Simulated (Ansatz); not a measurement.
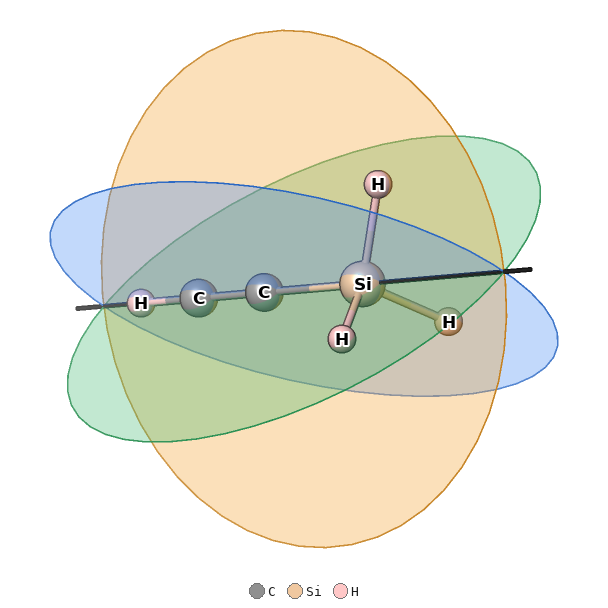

All proper rotation axes (lines) and mirror planes (discs) of the structure are drawn in. Depth is shown by fading: the farther an atom, the more it takes the colour of the background. Computed geometry: PBE-D4/def2-SVP optimisation. No frequency run is at hand to confirm it as a minimum.

Name the symmetry elements and the point group.

It has 1 C3 axis and 3 mirror planes. Point group C3v. The group has 6 operations. The geometry is achiral, and symmetry allows a dipole moment.
